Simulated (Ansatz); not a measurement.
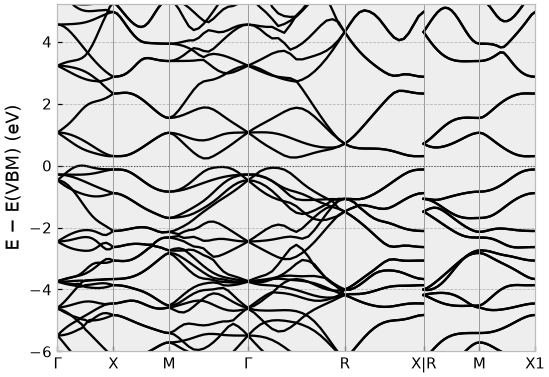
Figure. Band structure from PBEsol (plane waves, PAW; program Ansatz)

The gap is 0.22 eV; an edge lies off the plotted path or next to a special point (maximum on the Γ–X line, 44 % of the way from Γ, minimum off the standard path).

The material is SiRu in space group P2_13 (No. 198; Ru on 4a, Si on 4a).

The cell was relaxed with PBEsol under the symmetry of its start. No spin polarisation was allowed. Scalar-relativistic: spin–orbit coupling is off unless named, which matters more the heavier the elements.

Potentials: the later of the program's two PAW sets.
